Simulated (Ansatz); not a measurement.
**Fields on a plane of WSe2 (2H-MoS2 type, space group P6_3/mmc)**

```
CELL_PARAMETERS angstrom
      3.27906     0.00000     0.00000
     -1.63953     2.83975     0.00000
      0.00000     0.00000    12.78607
ATOMIC_POSITIONS crystal
  W  0.33333 0.66667 0.25000
  W  0.66667 0.33333 0.75000
  Se 0.33333 0.66667 0.61827
  Se 0.66667 0.33333 0.11827
  Se 0.66667 0.33333 0.38173
  Se 0.33333 0.66667 0.88173
```

The slice is a (0001) plane (indices of the conventional cell) through the point (0.667, 0.333, 0.118) (fractional), spanned by u = [110] and v = [1 -1 0] in vectors of this cell: u (3.28 Å) and v (5.68 Å, at 90° to u). It covers one period; positions are fractions (u, v).

Atoms on it: Se at (0.00, 0.00); Se at (0.50, 0.50).

Level of theory: PBE-D3(BJ) (plane waves to 420 eV, PAW, scalar-relativistic; Ansatz, an electronic-structure program). k mesh 12×12×3. Inside the PAW spheres the values are not all-electron values, and peaks at nuclei hang on which shells count as valence. Spin-orbit coupling is left out, though W is heavy. WSe2 is run without spin polarisation. WSe2 was relaxed with its symmetry unable to fall.

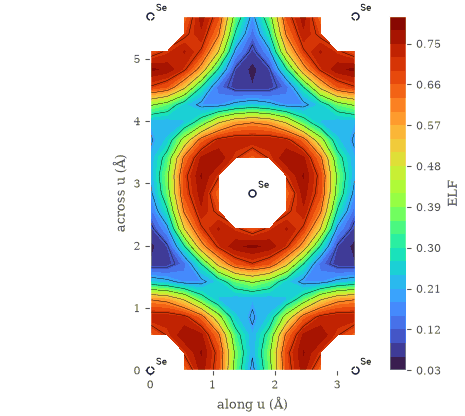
Fig. 1. Electron localisation function (ELF), one period of the plane, atoms marked. Points within 0.5 Å of a nucleus are left white, as the pseudised field means little there.

| v \ u | 0.00 | 0.08 | 0.17 | 0.25 | 0.33 | 0.42 | 0.50 | 0.58 | 0.67 | 0.75 | 0.83 | 0.92 |
|---|---|---|---|---|---|---|---|---|---|---|---|---|
| 0.90 | 0.6 | 0.4 | 0.0 | -0.3 | -0.6 | -0.9 | -1.0 | -0.9 | -0.6 | -0.3 | 0.0 | 0.4 |
| 0.80 | -0.4 | -0.4 | -0.6 | -0.7 | -0.9 | -1.0 | -1.1 | -1.0 | -0.9 | -0.7 | -0.6 | -0.4 |
| 0.70 | -0.8 | -0.8 | -0.8 | -0.7 | -0.6 | -0.5 | -0.5 | -0.5 | -0.6 | -0.7 | -0.8 | -0.8 |
| 0.60 | -0.8 | -0.7 | -0.5 | -0.2 | 0.0 | 0.4 | 0.6 | 0.4 | 0.0 | -0.2 | -0.5 | -0.7 |
| 0.50 | -0.8 | -0.7 | -0.4 | 0.0 | 0.6 | 1.4 | 1.7 | 1.4 | 0.6 | 0.0 | -0.4 | -0.7 |
| 0.40 | -1.0 | -0.9 | -0.6 | -0.3 | 0.0 | 0.4 | 0.6 | 0.4 | 0.0 | -0.3 | -0.6 | -0.9 |
| 0.30 | -1.1 | -1.0 | -0.9 | -0.7 | -0.6 | -0.4 | -0.4 | -0.4 | -0.6 | -0.7 | -0.9 | -1.0 |
| 0.20 | -0.5 | -0.5 | -0.6 | -0.7 | -0.8 | -0.8 | -0.8 | -0.8 | -0.8 | -0.7 | -0.6 | -0.5 |
| 0.10 | 0.6 | 0.4 | 0.0 | -0.2 | -0.5 | -0.7 | -0.8 | -0.7 | -0.5 | -0.2 | 0.0 | 0.4 |
| 0.00 | 1.7 | 1.4 | 0.6 | 0.0 | -0.4 | -0.7 | -0.8 | -0.7 | -0.4 | 0.0 | 0.6 | 1.4 |

Values: log₁₀ of the valence density in e/Å³. The scale is logarithmic, as a density can span decades between atoms and voids.
